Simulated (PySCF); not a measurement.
**O3, SMILES `O=[O+][O-]`: what the electrons do**

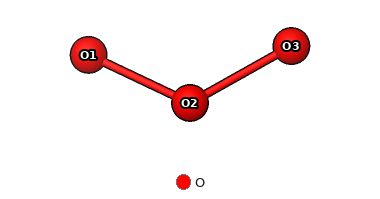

The molecule, with its atoms numbered as below. No frequency check shows the geometry to be a minimum.

Cartesian coordinates (Å):

```
O1       1.0725   -0.2049    0.0000
O2       0.0000    0.4098    0.0000
O3      -1.0725   -0.2049    0.0000
```

## 1. Bonding charge

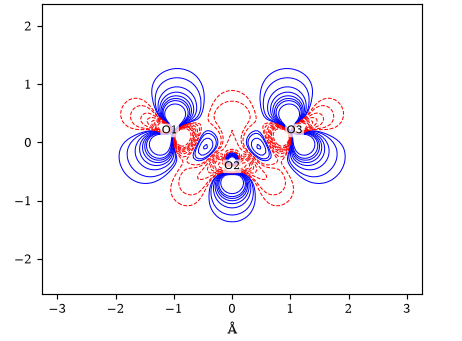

Deformation density (molecule less spherical, spin-averaged free atoms) in the molecular plane; contours at ±0.05 to ±0.8 e/Å³; solid blue lines: gain, dashed red lines: loss.

PySCF calculation, r2SCAN/6-311+G**, gas phase; geometry: GFN2-xTB. This is a single-reference result, which may miss multireference character in this system.

**How much density has each bond in this plane gained at its critical point, relative to the free atoms?**

O1–O2 and O2–O3: +0.23 e/Å³ at the bond critical point (bond length 1.24 Å). In all, 0.9 electrons gather in the regions of gain relative to the promolecule.

**Where do the Hirshfeld charges lie?**

The highest Hirshfeld charge is on O2 (+0.21 e), the lowest on O1 and O3 (−0.10 e).

| atom | charge (e) |
| --- | --- |
| O1 | −0.10 |
| O2 | +0.21 |
| O3 | −0.10 |

## 2. Local ionisation energy

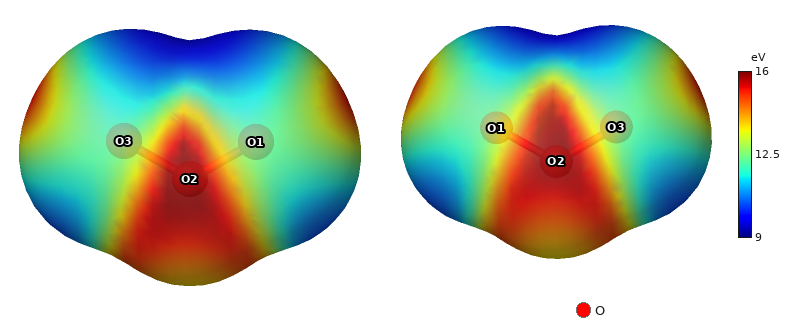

Average local ionisation energy on the surface of electron density 0.001 a.u. (back view left, front view right).

**Locate the minima of the map.**

The lowest value is 9.6 eV, near O1 (1.90 Å) and O3 (2.05 Å), over O2 (2.3 Å). Further minima include 10.4 eV, 1.8 Å from O1; 13.7 eV, 1.7 Å from O2. For comparison, the highest occupied orbital lies at −8.2 eV.

## 3. Localised orbitals

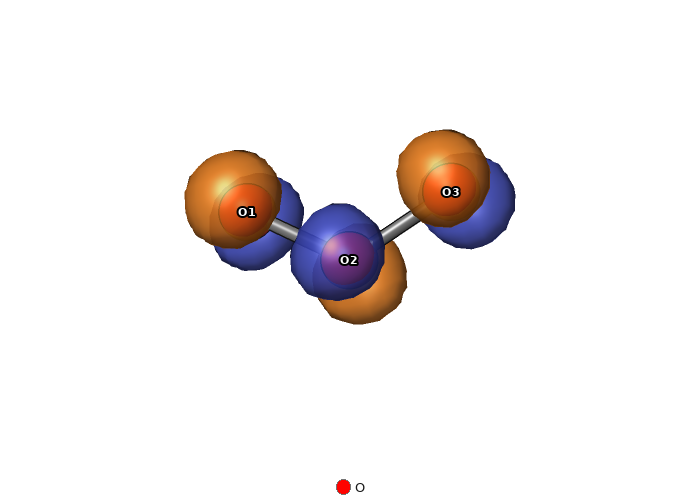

Intrinsic bond orbitals (IBO), occupied and valence-virtual; each surface holds about 70 % of the orbital's density. Energies are diagonal elements of the Fock matrix.

Level of theory: PBE0/cc-pVTZ (PySCF), at a geometry from GFN2-xTB.

**What does this orbital represent?**

Delocalised π* orbital mainly over O2, O1 and O3 (O2 34 %, O1 33 %, O3 33 %; −4.5 eV).

**How do all the valence pairs divide up?**

9 pairs: 5 lone pairs, 2 σ bonds and 2 two-centre π bonds.

## 4. The π system

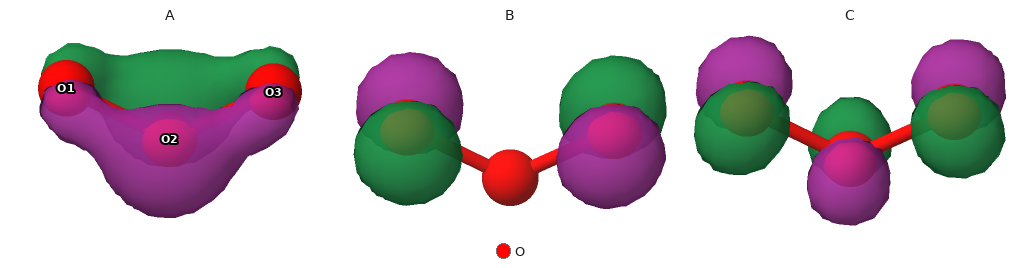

Natural orbitals of the π active space, CASSCF(4,3), singlet state, in random order.

Level of theory: def2-TZVP basis (PySCF), at a geometry from GFN2-xTB.

**Which orbitals are strongly, which singly and which weakly occupied?**

Strongly: A (1.99), B (1.69). Weakly: C (0.32). Broadly, orbitals with more nodes between bonded atoms hold fewer electrons.

**How multiconfigurational is the state?**

The leading determinant weighs 0.84; the effective number of unpaired electrons, Σ n²(2−n)², is 0.55; the most occupied of the weakly occupied orbitals holds 0.32 e, some diradical character. The active space lowers the energy by 2.34 eV against Hartree–Fock.

**Where does the lowest triplet lie relative to the singlet, at this geometry and within this active space?**

2.58 eV above it by strongly contracted NEVPT2 (+1.33 eV by CASSCF); a small basis tends to put such gaps a few tenths of an eV too high. This is a vertical energy for π states alone; a state that uses lone pairs or σ orbitals may lie lower.

The PySCF runs shown took 2.5 s, 1.7 s and 4.3 s on 1 thread of AMD EPYC 9R45 96-Core Processor (Zen 5), on a shared host.
